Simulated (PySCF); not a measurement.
# C5H3FSSe: the cost of one run

Programs: PySCF 2.14.0, with routines of our own; each step states its level. All values are computed. Atoms count from 0.

### 1 The starting structure

11 atoms, charge 0, multiplicity 1; geometry from: GFN2-xTB.

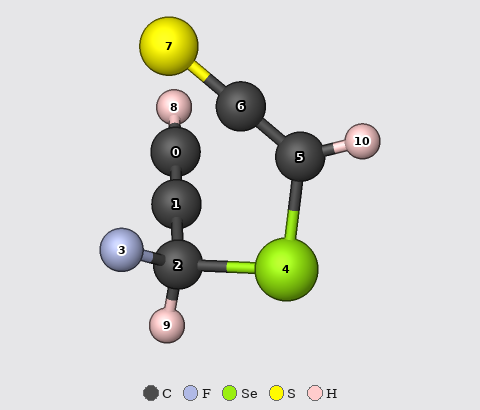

The starting geometry (carbon dark grey, fluorine light blue, selenium green, sulfur yellow, hydrogen pink).

### 2 Magnetic properties: GIAO PBE0/pcSseg-1

The job: settings as JSON, then the geometry in Å.

```
{"job": {"kind": "mag", "xc": "PBE0", "basis": "pcSseg-1", "isotopologues": 2}, "charge": 0, "multiplicity": 1}
C     -1.279936     1.694348     0.468528
C     -1.259586     0.539606     0.150271
C     -1.178373    -0.849917    -0.210611
F     -0.868802    -1.638016     0.863062
Se     0.208518    -1.148420    -1.620331
C      1.697871    -0.250582    -0.789463
C      1.800058    -0.058529     0.487930
S      1.864713     0.229384     2.015845
H     -1.329490     2.705983     0.742634
H     -2.120083    -1.222483    -0.636323
H      2.470534     0.001295    -1.497505
```

With the program's defaults for keys left out, this is: GIAO PBE0/pcSseg-1 magnetisability, rotational g tensor and spin-rotation constants, non-relativistic, gas phase.

Command:

```
> OMP_NUM_THREADS=1 python excited_run.py task.json out
```

The driver reads the jobs from task.json and runs them one after another.

**Question.** How long does this first job take on 1 thread of Arm Neoverse N1, shared host, and how much memory does it need?

About 54 s, with a peak of 0.89 GiB.
